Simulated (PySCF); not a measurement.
```yaml
atoms:
  - { symbol: C, position_ang: [4.5879, 0.4273, 0.3157] }
  - { symbol: C, position_ang: [3.4521, 0.1410, 0.0055] }
  - { symbol: C, position_ang: [2.1049, 0.0441, -0.1565] }
  - { symbol: C, position_ang: [0.9082, -0.0503, -0.2960] }
  - { symbol: C, position_ang: [-0.5182, -0.1827, -0.4782] }
  - { symbol: F, position_ang: [-0.7936, -0.5994, -1.7706] }
  - { symbol: C, position_ang: [-1.3033, 1.0924, -0.1235] }
  - { symbol: S, position_ang: [-2.0334, 0.3232, 1.3644] }
  - { symbol: C, position_ang: [-1.1998, -1.0909, 0.5596] }
  - { symbol: H, position_ang: [-2.0627, 1.3266, -0.8676] }
  - { symbol: H, position_ang: [-0.7009, 1.9705, 0.0980] }
  - { symbol: H, position_ang: [-1.9161, -1.7730, 0.1050] }
  - { symbol: H, position_ang: [-0.5296, -1.6284, 1.2264] }
```

Geometry: GFN2-xTB.

Level of theory: UKS B3LYP, pcH-1 on C F H S, non-relativistic, mean-field spin-orbit, GIAO in PySCF 2.14.0, density-fitted response routines.

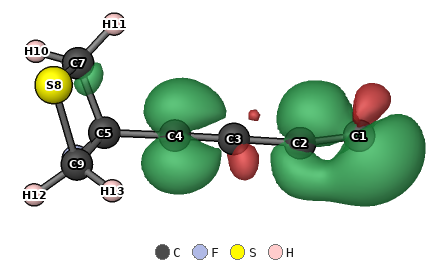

C7H4FS (SMILES [C]#CC#CC1(F)CSC1) (doublet). Isosurfaces of the spin density at +0.02 (green) and −0.02 e/Å³ (red), seen at a tilt.

Q: Describe the spin distribution.

A: The unpaired spin (1 electron) lies mostly on C1 (about 0.5), C2 (about 0.2) and C4 (about 0.2), in electrons by Hirshfeld's partition.
